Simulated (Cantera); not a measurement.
Input: 1 mol Si, 0.1 mol CO₂, 44 mol H₂, equilibrated at 75.0 Torr.

Method: chemical equilibrium by Gibbs-energy minimisation in Cantera with the NASA 1993 tables (ideal gas, pure condensed phases). Candidate condensed phases: C, C₆H₆, C₇H₈, C₈H₁₈, H₂O, Si, SiC, SiO₂; 123 gas species. Mutual solubility and eutectic melting of coexisting phases are not modelled. The tables hold silica as quartz up to 1696 K and as liquid above; real silica turns to tridymite and cristobalite and melts near 1996 K. Kinetics and transport are ignored.

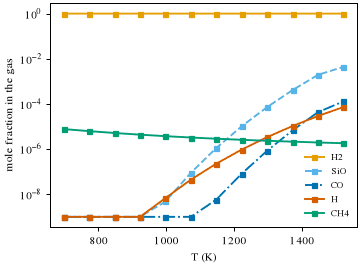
*Equilibrium gas composition (values under 1e-9 drawn at 1e-9)*

From 698 K to 773 K the condensed part is Si(s) + SiC(s) + SiO₂(α-quartz). From 848 K to 1448 K the condensed part is Si(s) + SiC(s) + SiO₂(β-quartz). At 1523 K the condensed part is Si(s) + SiC(s). The main Si-bearing gas is SiH₄ at 698 K and SiO at 1523 K.
